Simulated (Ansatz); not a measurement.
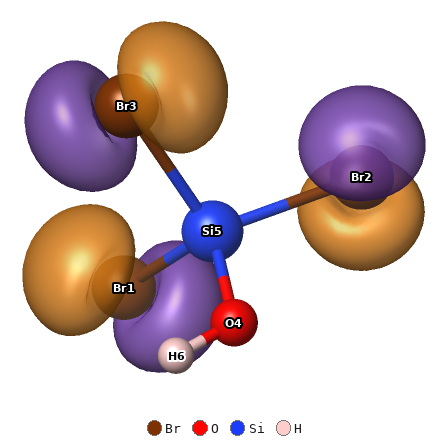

Figure. Br3HOSi. One frontier orbital at ±0.15 Å⁻³ᐟ² (orange and purple are the two phases), seen at an oblique angle.

Geometry: PBE0-D4/def2-SVP.

All numbers below come from isolated molecule in a Gaussian basis; Kohn-Sham density functional theory, functional PBE0 (Ansatz 0.2.0).

The calculation's input:

```
crystal:
  periodic: [false, false, false]
  atoms:
    - symbol: Br
      position_ang: [0.692996, -1.073586, -1.086646]
    - symbol: Br
      position_ang: [-0.110534, 0.854206, 1.856571]
    - symbol: Br
      position_ang: [2.211697, 2.128039, -0.594694]
    - symbol: O
      position_ang: [-0.917742, 1.676314, -1.004440]
    - symbol: Si
      position_ang: [0.364977, 0.956865, -0.279925]
    - symbol: H
      position_ang: [-0.878072, 1.803435, -1.959074]
basis:
  gaussian: {orbitals: def2-SVPD}
hamiltonian: {xc: {name: PBE0}}
output: {forces: true, orbitals: {seedname: orbitals}}
```

Command:

```sh
ansatz run input.yaml --threads 2 --pin off --max-ram 6090MiB --events-out events.jsonl --progress --plain --runs-dir runs
```

Which orbital is it: HOMO or LUMO?

The HOMO, at −8.58 eV. Its weight (Hirshfeld) is mainly on Br1 (about 35 %), Br3 (about 35 %) and Br2 (about 30 %); largely a combination of lone pairs on Br1, Br3 and Br2.
